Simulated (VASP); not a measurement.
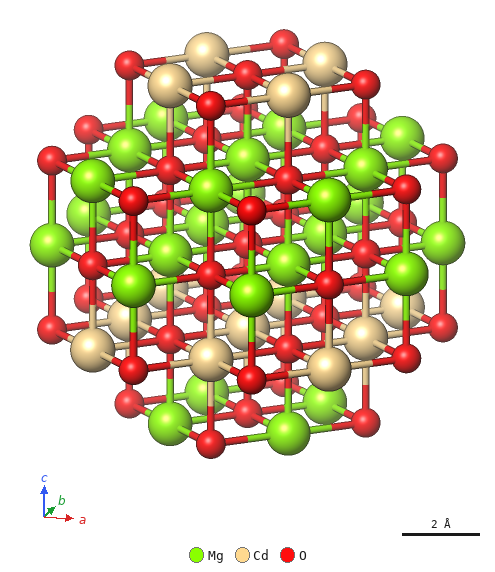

This is the input geometry for a relaxation of solid Mg$_{2}$CdO$_{3}$ (a generated structure, set up in I4/mmm). The picture is a ball-and-stick view of the atoms within 5.8 Å of the atom that moves most (axes of the conventional cell (2 times the calculation's cell)), seen slightly off an axis. Lengths and directions refer to the drawn axes.

The run lets cell and atoms move.

Method: Kohn-Sham DFT of a periodic cell, PBE, VASP PAW PBE potentials, recommended in VASP.

Input
```
SYSTEM = Mg2CdO3
ALGO = Fast
EDIFF = 1E-4
EDIFFG = -0.08
ENCUT = 520
GGA = PE
IBRION = 2
ISIF = 3
ISMEAR = 0
LASPH = .True.
LCHARG = .False.
LREAL = .False.
LWAVE = .False.
NELM = 60
NSW = 24
PREC = Normal
SIGMA = 0.15
```

Launched with:
```bash
cat potpaw_PBE.64/Mg/POTCAR potpaw_PBE.64/Cd/POTCAR potpaw_PBE.64/O/POTCAR > POTCAR
mpirun -np 1 vasp_std > vasp.out
```

The structure:
```
Mg Cd O
1.0
    -1.62475    1.62475    6.90389
     1.62475   -1.62475    6.90389
     1.62475    1.62475   -6.90389
Mg Cd O
2 1 3
Direct
  0.33330 0.33330 0.00000
  0.66670 0.66670 0.00000
  0.00000 0.00000 0.00000
  0.83330 0.83330 0.00000
  0.16670 0.16670 0.00000
  0.50000 0.50000 0.00000
```

Where does the relaxation end?

The largest moves relative to the cell, 0.11 Å, are those of O atoms. By element the largest moves are O 0.11 Å, Mg 0.04 Å. Cd stays in place. Cell: a = b 3.250 → 3.189 Å (−1.9 %), c 13.808 → 13.337 Å (−3.4 %). Volume −7.0 %. Near-neighbour distances that change, for instance: Mg–O 2.300 → 2.067 Å, Cd–O 2.298 → 2.255 Å, Mg–O 2.298 → 2.256 Å, Cd–O 2.302 → 2.337 Å. Bond angles that change, for instance: Mg–O–Mg 180.0° → 176.3°, O–Mg–O 180.0° → 176.3°. The space group stays I4/mmm (No. 139). Over 5 geometry steps the energy falls by 54.5 meV per atom. The largest force component goes from 1.2 to 0.074 eV/Å. The pressure goes from −8.20 to −0.13 GPa. It ran on 1 thread of Intel(R) Xeon(R) Platinum 8488C (Sapphire Rapids), with other jobs on the host.

Step by step:

```tsv
step	E − E(0), meV/atom	largest force component, eV/Å	pressure, GPa	volume, Å³/atom
0	0.00	1.2442	-8.20	12.150
1	-42.95	0.7295	1.80	11.089
2	-42.85	0.7039	2.82	11.044
3	-52.35	0.3289	1.51	11.112
4	-52.65	0.3004	1.42	11.129
5	-54.54	0.0742	-0.13	11.302
```

After the run, drawn alike:

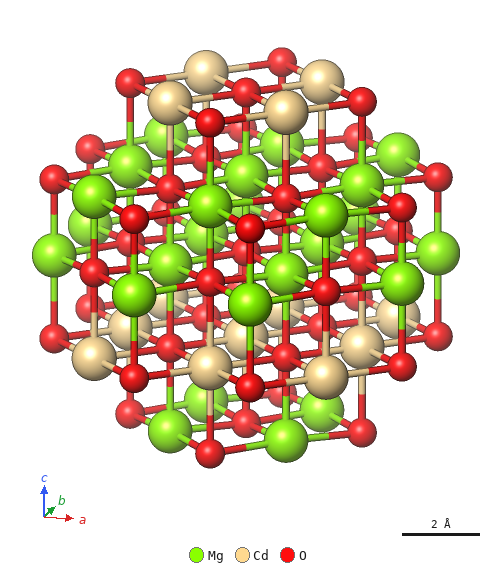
